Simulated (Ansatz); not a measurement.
K$_{2}$YZnC$_{6}$N$_{6}$, 64 atoms, a = 11.48 Å, b = 11.48 Å, c = 11.48 Å, α = 90.00°, β = 90.00°, γ = 90.00°.

Space group Fm-3m; a structure generated by program, which may or may not match a known phase; computed without spin polarisation.

The calculation used DFT PBE, scalar-relativistic, plane waves, PAW in Ansatz.

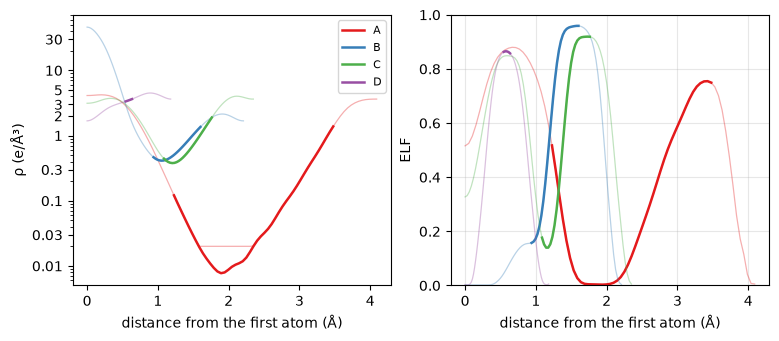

K$_{2}$YZnC$_{6}$N$_{6}$. Valence pseudo-density and electron localisation function along straight lines between neighbouring atoms. Thin, pale parts lie inside the atomic spheres.

Core electrons are frozen (PAW), and the valence fields are smoothed inside the atomic spheres.

Q: Which curve belongs to which contact (C–N, K–N, Y–N and Zn–C)? The first atom named is at distance zero.

A: Curve A: K–N (4.09 Å): ρ at the midpoint is about 0.01 e/Å³; the ELF is about 0 at the midpoint (no localised pair shows between them). Curve B: Zn–C (2.21 Å): ρ is about 0.42 e/Å³ halfway; the ELF peaks at about 0.95 in the valence shell of C, 0.6 Å from its nucleus, and is about 0.30 at the midpoint. Curve C: Y–N (2.35 Å): the density is about 0.38 e/Å³ at the midpoint; the ELF peaks at about 0.90 in the valence shell of N, 0.6 Å from its nucleus, and drops to about 0.15 between the two atoms: no shared electron pair shows on this line. Curve D: C–N (1.18 Å): the density is about 3.5 e/Å³ at the midpoint; the ELF peaks at about 0.85 between the atoms.
